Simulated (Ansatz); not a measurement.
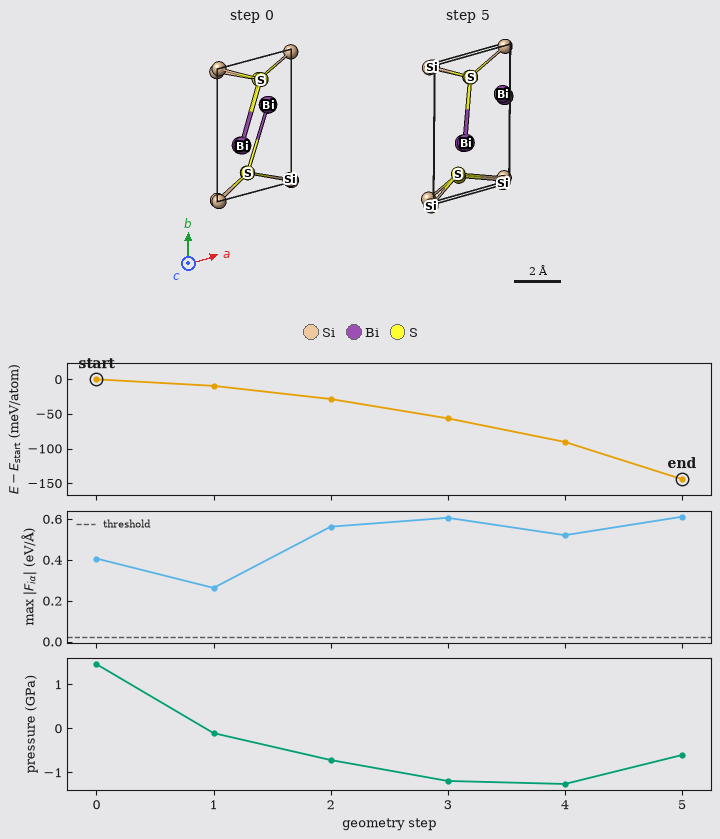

First and last geometry of a relaxation of crystalline SiBiS (a generated structure, set up in P1) (coarse preliminary run), with the history of the run. The picture is a ball-and-stick view of the cell of the calculation, reduced to other axes, seen along the c axis. Lengths and directions refer to the drawn axes.

The calculation used DFT PBE, scalar-relativistic, plane waves, PAW (Ansatz 0.2.0).

Input file:
```yaml
crystal:
  lattice:
    - [-3.4025397704, 0.0508242102, 0.0250651163]
    - [1.7858191864, -5.724589155, 0.022623875]
    - [-0.0989100419, -0.0833942455, 13.3222962244]
  atoms:
    - { symbol: Si, position: [1.0119018699, 1.0106154552, 0.5050161888] }
    - { symbol: Si, position: [1.0032822629, 1.0205895566, -0.0028396054] }
    - { symbol: Si, position: [0.973891669, 0.9808137414, 0.2483121278] }
    - { symbol: Si, position: [1.021355854, 0.9984064683, 0.7531825473] }
    - { symbol: Bi, position: [0.6927805825, 0.3776429425, 0.3744356367] }
    - { symbol: Bi, position: [0.7113327718, 0.3725276582, 0.8784088886] }
    - { symbol: Bi, position: [0.3082989281, 0.6277670274, 0.1261347894] }
    - { symbol: Bi, position: [0.3181104133, 0.6278713026, 0.6242816194] }
    - { symbol: S, position: [0.4027389845, 0.8386402563, 0.3695649771] }
    - { symbol: S, position: [0.4267668716, 0.8316617519, 0.8766388874] }
    - { symbol: S, position: [0.5613022059, 0.1582604942, 0.1254775512] }
    - { symbol: S, position: [0.5682375865, 0.1552033455, 0.6213863918] }
basis:
  ecutwfc: 420
kpoints:
  mp_grid: { grid: [6, 6, 2] }
hamiltonian:
  xc: pbe
scf:
  occupations: { method: gaussian, width: 0.2 }
  lower_state_search: "off"
output:
  forces: true
  stress: true
  eigenvalues: true
relax:
  adjacent_minimum: "off"
  f_tol: 0.025
  max_steps: 60
  cell: { stress_tol: 0.25 }
```

Run as
```bash
ansatz run input.yaml --threads 1 --pin off --max-ram 2560MiB --backend cpu --events-out ev --progress --plain --runs-dir out
```

Did the run converge, and what did it change?

The run was cut off at its time limit before the relaxation converged, so the last structure is only a point on the way. The atom that moves furthest relative to the cell is Bi7 (0.86 Å along +a). Largest moves by element: Bi 0.86 Å, S 0.40 Å, Si 0.27 Å. Cell: a 3.403 → 3.493 Å (+2.6 %), b 5.900 → 6.172 Å (+4.6 %), c 13.323 → 13.345 Å (+0.2 %), α 89.1° → 90.1°, β 89.2° → 89.3°, γ 74.9° → 73.7°. Volume +6.9 %. Near-neighbour distances that change, for instance: Bi7–S11 3.150 → 4.101 Å, Bi8–S12 3.168 → 4.069 Å, Bi6–S10 3.191 → 3.701 Å, Bi5–S9 3.213 → 3.681 Å. Among the angles between lasting bonds that change: Si1–S9–Bi5 89.9° → 104.1°, Si2–S10–Bi6 90.3° → 99.7°, Si3–S9–Bi5 86.0° → 95.3°. The space group stays P1 (No. 1). The energy falls by 144 meV per atom in 5 geometry steps. The largest force component goes from 0.41 to 0.61 eV/Å. The pressure goes from 1.46 to −0.60 GPa. The run took 8.3 min on 1 thread of Arm Neoverse V1 (shared host), peak memory 0.81 GiB.
